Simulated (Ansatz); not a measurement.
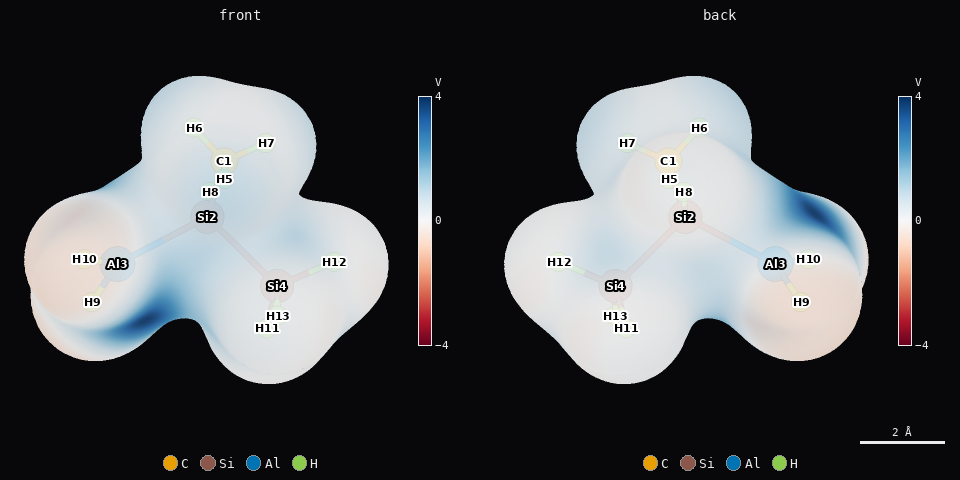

Figure. CH$_{9}$AlSi$_{2}$ (SMILES C[SiH]([AlH2])[SiH3]). The electrostatic potential painted on the density surface at 0.002 e/bohr³, seen from the front and from behind; the colour scale runs from red (negative) to blue (positive).

Geometry: PBE0-D4/def2-TZVP.

Theory: Ansatz 0.2.0, RKS PBE0-D4/def2-TZVPP.

Input

```
crystal:
  periodic: [false, false, false]
  atoms:
    - {symbol: C, position_ang: [-1.240427, 1.381187, -0.536761]}
    - {symbol: Si, position_ang: [-0.229914, 0.200293, 0.537498]}
    - {symbol: Al, position_ang: [2.133040, 0.795166, 0.786633]}
    - {symbol: Si, position_ang: [-0.316003, -1.961602, -0.366024]}
    - {symbol: H, position_ang: [-0.810152, 1.453799, -1.537855]}
    - {symbol: H, position_ang: [-1.255763, 2.383709, -0.104229]}
    - {symbol: H, position_ang: [-2.271588, 1.034761, -0.632502]}
    - {symbol: H, position_ang: [-0.861068, 0.092539, 1.890153]}
    - {symbol: H, position_ang: [3.026493, 0.082956, 1.892233]}
    - {symbol: H, position_ang: [2.820545, 1.855096, -0.181650]}
    - {symbol: H, position_ang: [0.400985, -2.926853, 0.512329]}
    - {symbol: H, position_ang: [-1.717807, -2.435666, -0.541073]}
    - {symbol: H, position_ang: [0.342061, -1.989986, -1.703751]}
basis:
  gaussian: {orbitals: def2-TZVPP}
hamiltonian: {xc: pbe0, dispersion: d4}
output: {orbitals: {seedname: orbitals}}
```

Run with:

```sh
ansatz run in.yaml --threads 4 --pin off --events-out ev --progress --plain --max-ram 10444MiB
```

Question: Where is the surface potential most negative and most positive?

Answer: The most negative region (about −0.5 V, or −12 kcal/mol for a unit charge) lies over H9 and H10, the most positive (about +3.7 V, or +85 kcal/mol for a unit charge) over Al3.
